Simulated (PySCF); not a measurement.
**WO(OH)2: relaxation and vibrations of the singlet**

Aim: relax WO(OH)2 as a singlet from a trigonal planar start, check by its vibrations whether the end is a minimum, and collect its spectrum and constants.

Method: PBE0, basis W def2-TZVP with ECP60, O def2-TZVP, H def2-TZVP, scalar-relativistic core potentials, no spin–orbit coupling, density fitting; program: PySCF 2.14.0.

## Step 1: Where the work starts

6 atoms, charge 0, spin multiplicity 1.

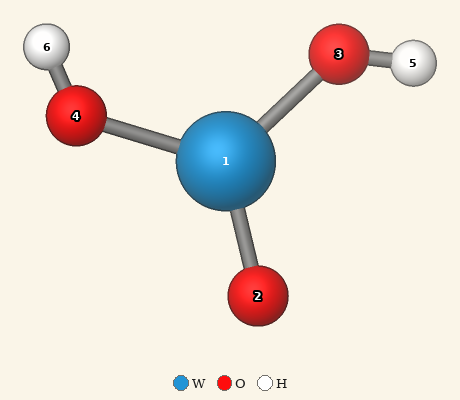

The starting geometry (tungsten blue, oxygen red, hydrogen white); atoms are numbered from 1 in the order of the file.

Z-matrix (Å, degrees; charge 0 multiplicity 1):
```
W
O  1 1.7700
O  1 2.0000 2 120.00
O  1 2.0000 2 120.00 3 180.00
H  3 0.9600 1 130.00 2 0.00
H  4 0.9600 1 130.00 2 180.00
```

## Step 2: First SCF at the start

The steps below are one call of a driver around PySCF. For each, scf.py gives the equivalent set-up of the SCF; relaxations use the driver's own optimiser. After this first run the driver tries any further starts and a stability analysis.

scf.py reads:

```python
from pyscf import gto, scf, dft
mol = gto.M(atom='''
W      0.000000     0.000000     0.000000
O      1.770000     0.000000     0.000000
O     -1.000000     1.732100     0.000000
O     -1.000000    -1.732100     0.000000
H     -0.671700     2.634200     0.000000
H     -1.945400    -1.898800     0.000000''',
    basis={'W': 'def2-TZVP', 'O': 'def2-TZVP', 'H': 'def2-TZVP'},
    ecp={'W': 'def2-TZVP'},
    charge=0, spin=0)
mf = dft.RKS(mol, xc='PBE0')
mf.grids.atom_grid = (50, 194)
aux = {'W': 'def2-universal-JKFIT', 'O': 'def2-universal-JKFIT', 'H': 'def2-universal-JKFIT'}
mf = mf.density_fit(auxbasis=aux)
mf.conv_tol = 1e-08
mf.diis_space = 10
mf.max_cycle = 60
mf.init_guess = 'minao'
mf.verbose = 4
mf.kernel()
```

Launch:

```console
$ OMP_NUM_THREADS=4 python axn.py task.json out
```

After this run come: Trigonal planar start, singlet: relaxation; Vibrations and properties at this point.

Before running it: what results should come out? Wanted: minimum; geometry; wavenumbers; dipole moment; highest occupied, lowest empty level; polar-tensor charge of W1; zero-point energy; atomisation energy.

**Answer**, as computed:

```
                                 quantity                                                                                                                                  value
                                  minimum                                                                                                                            singlet, Cs
                                 geometry  O–H 0.957 Å, O–H 0.959 Å, W–O 1.681 Å, W–O 1.851 Å, W–O 1.855 Å; H–O–W 131.3°, H–O–W 139.6°, O–W–O 112.8°, O–W–O 115.7°, O–W–O 131.4°
                       wavenumbers (cm⁻¹)           133 (a''), 175 (a'), 263 (a'), 370 (a'), 401 (a''), 425 (a''), 481 (a'), 761 (a'), 769 (a'), 1075 (a'), 3918 (a'), 3951 (a')
                            dipole moment                                                                                                                                 3.27 D
     highest occupied, lowest empty level                                                                                                                        -5.74, -1.82 eV
                polar-tensor charge of W1                                                                                                                                +1.37 e
                        zero-point energy                                                                                                                            76.1 kJ/mol
                      entropy at 298.15 K                                                                                                                        329.8 J/(mol K)
atomisation energy (no zero-point energy)                                                                                                                            2515 kJ/mol
```

The trigonal planar start keeps its Cs symmetry and ends in a minimum. The strongest infrared band lies at 3918 cm⁻¹ (a'). Other starts or spin states, not run here, may lie lower. With an element this heavy the missing spin–orbit coupling can shift these numbers.
